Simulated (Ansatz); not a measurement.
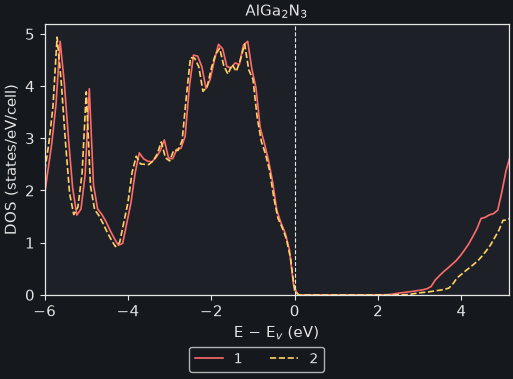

Total densities of states of AlGa$_{2}$N$_{3}$, space group P3m1, 6 atoms in the cell, by two methods on the same cell. Each is counted from its own valence-band top.

Which curve is which? The methods: r2SCAN, PBE.

1 is PBE; 2 is r2SCAN. PBE gives a gap of 2.14 eV and r2SCAN gives a gap of 2.59 eV.

Settings. PBE: DFT PBE, scalar-relativistic, plane waves, PAW, no spin polarisation, 12×12×4 k mesh, 420 eV cutoff, Gaussian smearing of 0.02 eV (Ansatz). r2SCAN: DFT r2SCAN, scalar-relativistic, plane waves, PAW, no spin polarisation, 12×12×4 k mesh, 500 eV cutoff (Ansatz).

The structure is an invented one, so it need not be a known or stable phase.
